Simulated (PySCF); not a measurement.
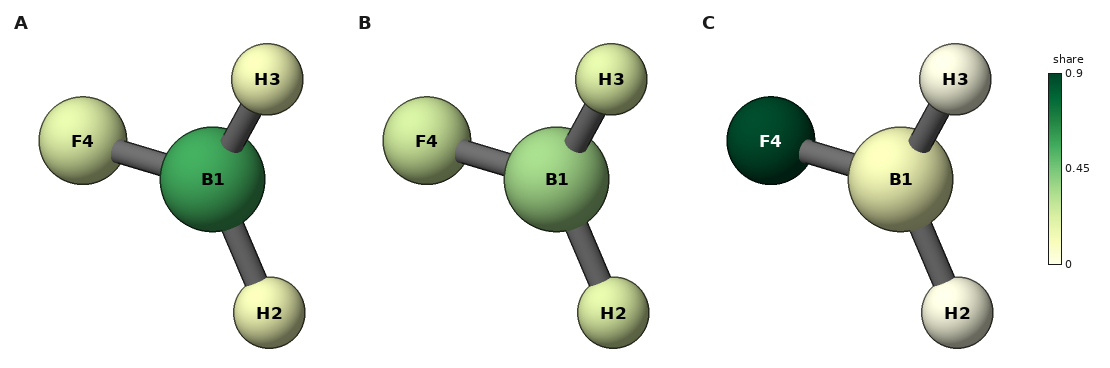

Each panel colours the atoms by their Löwdin share in one orbital (up to four of the largest shares; other atoms are shown as zero). The computed structure is the end point of a PBE0-D3(BJ)/def2-SVP optimisation. No frequency run is at hand to confirm it as a minimum. Method: CAM-B3LYP/def2-SVPD (PySCF 2.14.0).

The panels show the HOMO−2, HOMO, LUMO, in some order. Which is which?

Answer. A: LUMO, −0.11 eV; B1 0.56, F4 0.19, H2 0.12, H3 0.12
B: HOMO, −10.87 eV; B1 0.36, F4 0.24, H3 0.20, H2 0.20
C: HOMO−2, −14.95 eV; F4 0.88, B1 0.11
